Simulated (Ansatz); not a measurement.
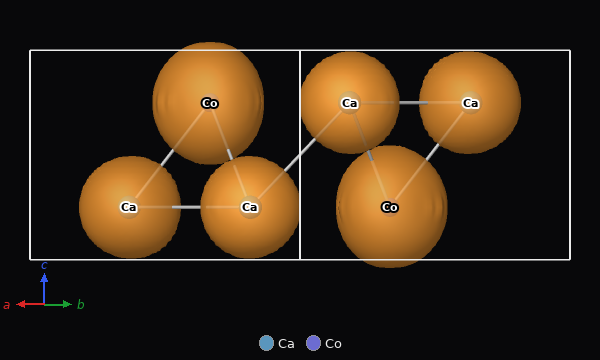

Ca3Co. Isosurface of the valence electron density at 0.15 e/Å³ (orange), seen along [110]. Sticks mark near contacts.

Space group P6₃/mmc; started from the Ni3Sn (D0_19)_194 prototype, which need not be the ambient phase; the SCF solution may not be the lowest one; the program warned that another magnetic order may lie lower; spin-polarised.

Theory: DFT PBE, scalar-relativistic, plane waves, PAW in Ansatz 0.2.0.

In a PAW calculation such maps are meaningful between the atoms, not at the nuclei.

```cif
data_structure
_symmetry_space_group_name_H-M 'P 1'
_symmetry_Int_Tables_number 1
_cell_length_a 7.3167
_cell_length_b 7.3167
_cell_length_c 4.9106
_cell_angle_alpha 90.000
_cell_angle_beta 90.000
_cell_angle_gamma 120.000
_cell_volume 227.67
loop_
_atom_site_label
_atom_site_type_symbol
_atom_site_fract_x
_atom_site_fract_y
_atom_site_fract_z
_atom_site_occupancy
Ca1 Ca 0.81634 0.63268 0.25000 1
Ca2 Ca 0.18366 0.81634 0.75000 1
Ca3 Ca 0.36732 0.18366 0.25000 1
Ca4 Ca 0.18366 0.36732 0.75000 1
Ca5 Ca 0.81634 0.18366 0.25000 1
Ca6 Ca 0.63268 0.81634 0.75000 1
Co1 Co 0.33333 0.66667 0.25000 1
Co2 Co 0.66667 0.33333 0.75000 1
```

Which contacts does the surface bridge?

Answer. At this value the density breaks into separate islands; it holds about 85 % of the electrons treated as valence (semicore included). It bridges none of the near contacts. It is pinched off along the sampled Ca–Co (3.10 Å), Ca–Ca (3.29 Å) and Ca–Ca (3.38 Å) contacts. On the grid the lowest density along these lines, outside the cores, is 0.12 e/Å³ (Ca–Co, 3.10 Å), 0.07 e/Å³ (Ca–Ca, 3.29 Å) and 0.06 e/Å³ (Ca–Ca, 3.38 Å).
